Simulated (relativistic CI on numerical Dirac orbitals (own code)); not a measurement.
Relativistic CI calculation, with input and output: Lu³⁺

System: Lu³⁺.
Method: Dirac-Coulomb-Breit CI, KLI orbitals optimised for each configuration, model QED (radiative potential, 1s self-energy scaled to tabulated hydrogen-like ionisation energies), valence Slater integrals scaled by 0.8, multiplet model of core-to-valence dipole absorption (relativistic CI on numerical Dirac orbitals, in-house).

**The input**
```
atom Lu  Z=71  charge=3  electrons=68
nucleus A=175  rms_radius_fm=5.3700
hamiltonian dirac-coulomb  breit=on  qed=on  c_scale=1
orbitals kli  potential=per-configuration
slater_scale 0.8
correlation none
mixing on
configurations
  [Xe] 4f14
  [He] 2s2 2p5 3s2 3p6 3d10 4s2 4p6 4d10 4f14 5s2 5p6 5d
end
absorption L2,3 T=10 lorentz=5 gauss=1
crystal_field free
```

Hardware: 1 CPU thread, shared host.

The program writes its results to a structured record and prints no log; tables and figures of this report are taken from that record.

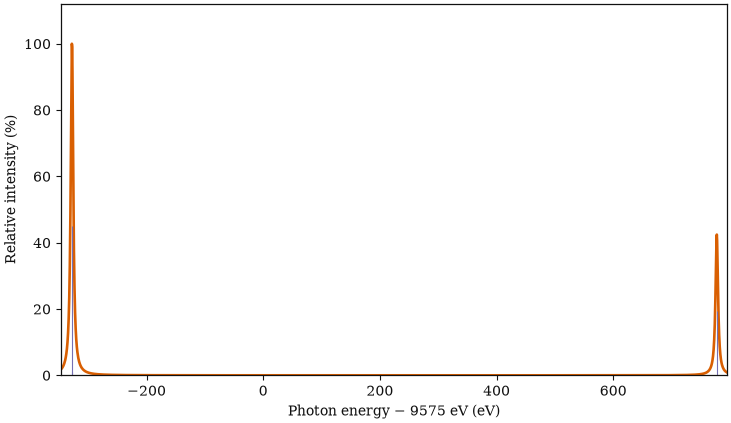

*L₂,₃ X-ray absorption of Lu³⁺, [Xe] 4f¹⁴, in no crystal field (free ion). Sticks are the strongest transitions, on a scale of their own. Multiplet model: relativistic Dirac–Coulomb–Breit theory, one configuration a step, Slater integrals scaled by 0.8, 10 K, Voigt broadening (Lorentzian 5 eV, Gaussian 1 eV full widths), computed with a radial Dirac CI code.*

The main maxima lie at 9247.2 eV (100) and 10352.4 eV (42), heights in % of the largest; the centroid is at 9575.3 eV. The lower edge holds 0.70 of the intensity (branching ratio, edges parted at 9800 eV), and the core spin-orbit splitting of the orbitals is 1130 eV. The ground state has S = 0.00.

**Summary**

- outcome: converged

**Notes**

Caveats: free-ion energies, so absolute edge positions are off by a few eV from solids.
